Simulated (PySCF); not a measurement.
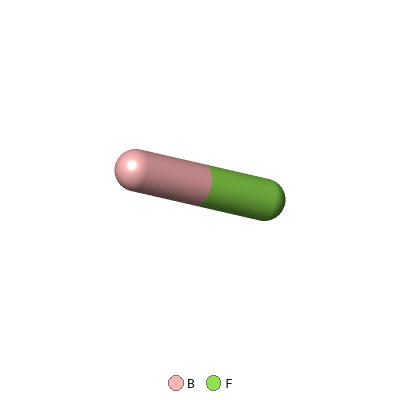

The computed structure is the end point of a GFN2-xTB optimisation. No frequency run is at hand to confirm it as a minimum. Properties computed with PBE0/pcSseg-1, gas phase (PySCF 2.14.0).

**Estimate the HOMO energy (Kohn–Sham orbital).**

−7.92 eV.

**Estimate the dipole moment.**

1.11 D.

**Give the HOMO–LUMO gap at this level.**

7.06 eV.

The geometry is semi-empirical. Around B such bond lengths and angles can be off by a tenth of an ångström or more and by several degrees, and values that hang on the shape move with them.
